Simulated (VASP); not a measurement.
Band structure of GaN (wurtzite). Level of theory: vdW-DF2, VASP's PBE PAW potentials (set 64) (plane waves; VASP 6.6.1).

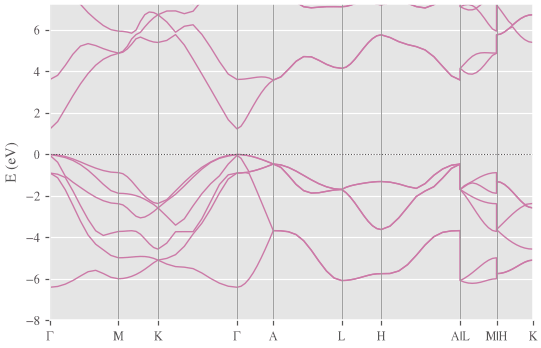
Fig. 1. Bands along high-symmetry lines, zero at the valence-band maximum or, without a gap, the Fermi level

### Question
Read the plot: is there a gap, and where are the band edges?

### Answer
The gap is direct, 1.23 eV, from the valence maximum at Γ to the conduction minimum at Γ. (Edges off the drawn lines would not show.)

Measured: gap 3.68 eV (computed value off by -2.45 eV), as given by Wei Chen et al., Physical Review Materials (2018), doi:10.1103/physrevmaterials.2.073803 [zero-point renormalisation of 0.17 eV added back (the table's ZPR column)].

The compound is GaN in the wurtzite structure. It was relaxed first, which changed the volume by +10 %.
